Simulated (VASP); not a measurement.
Band structure of BiB (relaxed from the rocksalt structure, space group Fm-3m). Level of theory: r2SCAN meta-GGA, VASP's PBE PAW potentials (set 64) (plane waves; VASP 6.6.1).

Unless said otherwise, spin-orbit coupling is left out, though it shifts the bands of the heavy elements here.

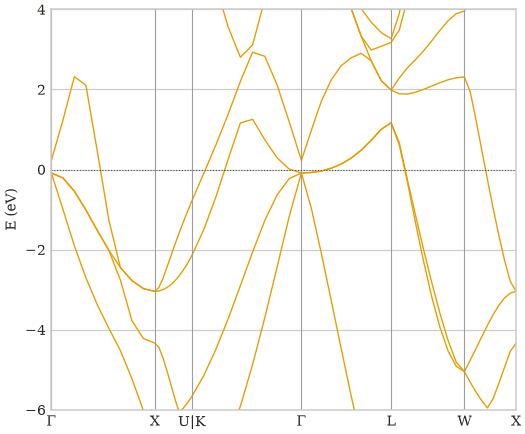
Figure: Bands along high-symmetry lines, zero at the valence-band maximum or, without a gap, the Fermi level

### Question
Read the plot: is there a gap, and where are the band edges?

### Answer
It has no gap at this level: it comes out as a metal or semimetal.

The structure was generated: BiB was put into the rocksalt type (Fm-3m), which need not be its known phase. It was relaxed first.
